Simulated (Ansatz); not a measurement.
Bands of a (6,0) gold nanotube, along its axis.

Levels: PBE (plane waves to 420 eV, PAW; Ansatz, an electronic-structure program); PBE with spin-orbit coupling run with Ansatz. Unmarked values and the geometry are of the first. Mesh 1×1×14. No spin polarisation. Isolated but for its images some 11 Å away. A hypothetical model, rolled from the flat sheet. Only distortions within the start's symmetry and period were free. Values not marked SOC lack spin–orbit coupling.

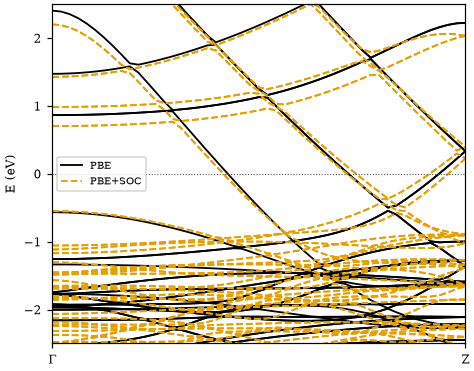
Bands from the zone centre to the zone edge (period 4.70 Å); the dotted line marks the highest filled level of each set

Problem. Is it a metal or a semiconductor at this level? Give what the bands show.

Solution. A metal in PBE.
```
Quantity                                                                                                             Value
--------------------------------------------------------------------  ----------------------------------------------------
PBE gap                                                                                               none (under 0.01 eV)
crossings of the Fermi level between Γ and the zone edge (49 points)  5, each for both spins (ideal conductance 5 × 2e²/h)
```
